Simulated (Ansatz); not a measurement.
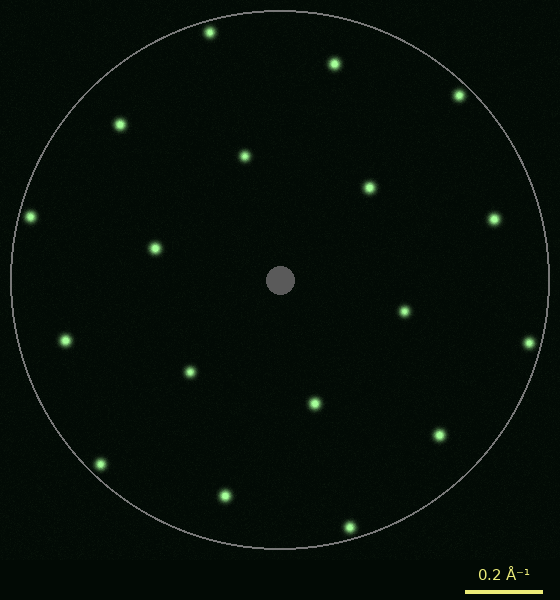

Simulated LEED pattern at 110 eV and normal incidence, from the upper face of a slab model. Spot positions follow from the surface net; brightness is a rough single-scattering estimate from the outer layers, good only for telling present from absent.

Question: Find the real-space surface cell from the pattern.

Answer: The spots form a hexagonal reciprocal net with shortest vectors 0.334 and 0.334 Å⁻¹ at 60.0°. The primitive real-space mesh has edges 3.45 and 3.45 Å at 60.0° (or its supplement) and area 10.3 Å².

The slab has composition AsP (2 atoms a cell, 1.3 Å thick). Structure: the end point of a relaxation with Ansatz 0.2.0, DFT PBE, scalar-relativistic, plane waves, PAW; the starting structure was generated, so it need not be a known form of this composition.

```xyz
2
Lattice="3.4540 0.0000 0.0000 -1.7270 2.9912 0.0000 0.0000 0.0000 26.2273" Properties=species:S:1:pos:R:3 pbc="T T T"
P     0.0000    0.0000    7.3407
As    0.0000    1.9942    8.6593
```

Question: Which atoms form the outermost layer?

Answer: The highest atoms of the upper face (within 0.6 Å of the top) are As; the spot positions alone do not show this.
